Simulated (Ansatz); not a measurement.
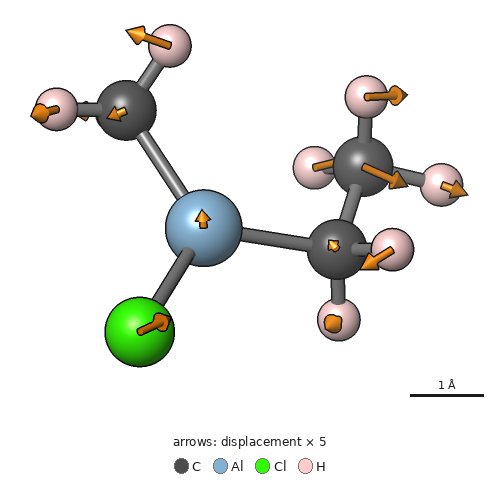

A relaxation of C₃H₈AlCl (coarse preliminary run). The starting structure is drawn; orange arrows show the displacements, magnified 5 times. The two geometries are superimposed by the best rigid fit.

Style: ball-and-stick. Shown at a tilt.

The start comes from a force field.

These are results of RKS PBE-D4/def2-SVP (Ansatz 0.2.0), not measurements.

Input
```yaml
crystal:
  periodic: [false, false, false]
  atoms:
    - {symbol: C, position_ang: [-1.179000, 0.786100, 0.916000]}
    - {symbol: C, position_ang: [-0.354900, 1.343600, -0.229800]}
    - {symbol: Al, position_ang: [0.852600, -0.073200, -0.916300]}
    - {symbol: C, position_ang: [0.926700, -1.879500, -0.089900]}
    - {symbol: Cl, position_ang: [2.288600, 0.364100, -2.569200]}
    - {symbol: H, position_ang: [-1.899300, 1.659400, 1.251300]}
    - {symbol: H, position_ang: [-0.571700, 0.501900, 1.761800]}
    - {symbol: H, position_ang: [-1.812100, -0.002000, 0.547000]}
    - {symbol: H, position_ang: [0.260800, 2.220300, 0.172200]}
    - {symbol: H, position_ang: [-0.989000, 1.687600, -1.046700]}
    - {symbol: H, position_ang: [1.592500, -2.534800, -0.567200]}
    - {symbol: H, position_ang: [-0.138800, -2.322600, -0.192600]}
    - {symbol: H, position_ang: [1.044200, -1.785700, 0.978000]}
basis:
  gaussian: {orbitals: def2-SVP}
hamiltonian: {xc: pbe, dispersion: d4}
relax: {f_tol: 0.03, max_steps: 200}
```

Launched with:
```bash
ansatz run in.yaml --threads 4 --pin off --events-out ev --progress --plain --max-ram 10444MiB
```

Describe the change and its energy.

Answer. Over 4 geometry steps the energy falls by 41.9 kJ/mol. Largest force component: 3.2 eV/Å at the start, 0.019 eV/Å at the end. The atom that moves furthest after the best rigid fit is H8 (0.17 Å). Largest moves by element: H 0.17 Å, C 0.14 Å, Cl 0.14 Å, Al 0.06 Å. Near-neighbour distances that change, for instance: Al3–Cl5 2.233 → 2.136 Å, C1–H6 1.181 → 1.111 Å, C4–H11 1.049 → 1.108 Å, C4–H12 1.159 → 1.112 Å. Among the angles between lasting bonds that change: H11–C4–H13 115.8° → 108.0°, H7–C1–H8 114.0° → 106.5°, C2–C1–H6 105.9° → 112.4°. The run took 3.7 s on 4 threads of AMD EPYC 9R45 96-Core (shared host).
